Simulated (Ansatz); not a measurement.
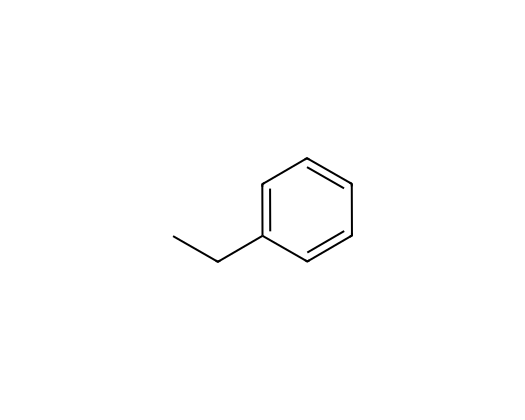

The drawing above gives the connectivity. The computed structure is the end point of a PBE-D4/def2-SVP optimisation. No frequency run is at hand to confirm it as a minimum.

What does the molecule look like in three dimensions?

The molecule is C8H10. Its SMILES string is `CCc1ccccc1`. Independent rings (smallest set): 1 of 6 members, 1 of them aromatic. Coordination: 2 C tetrahedral; 6 C trigonal planar.

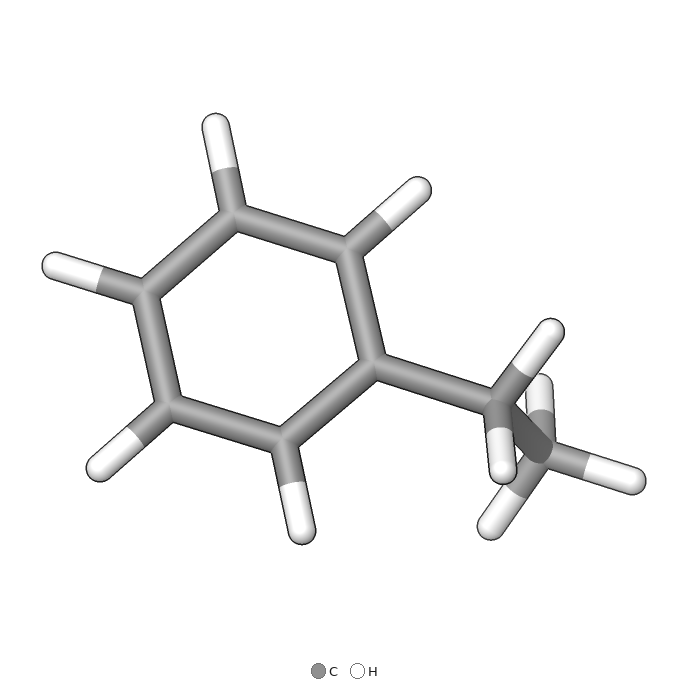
